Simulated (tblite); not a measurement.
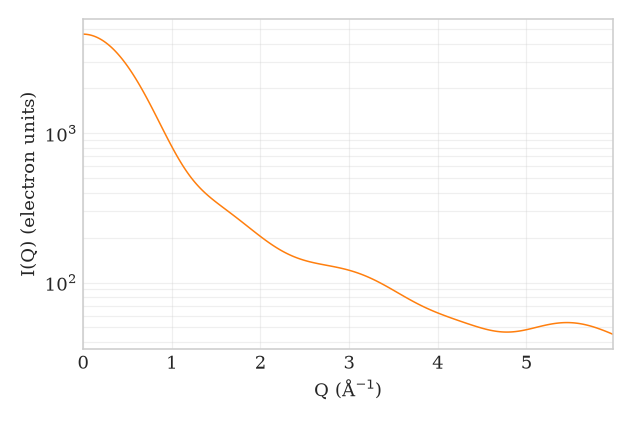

Elastic X-ray scattering of a randomly oriented, rigid molecule, calculated with the Debye equation from neutral-atom form factors (independent atoms, no Compton part, no vibration). The geometry is the end point of an optimisation (GFN2-xTB geometry optimisation, gas phase in tblite 0.8.0); it may be a saddle point or a higher isomer. It contains C, O, F, H.

**How many electrons does the independent-atom model of the molecule hold?**

I(0) is the square of the electron number: I(0) = 4620, so about 68 electrons, the count of C7H9FO.

**What radius of gyration does the initial fall-off give?**

From I(Q) ≈ I(0) exp(−Q²R²/3) at small Q, R ≈ 2.44 Å. It is larger than the electron-weighted radius of the nuclear positions alone (2.32 Å), because each atom's electron cloud adds to it.
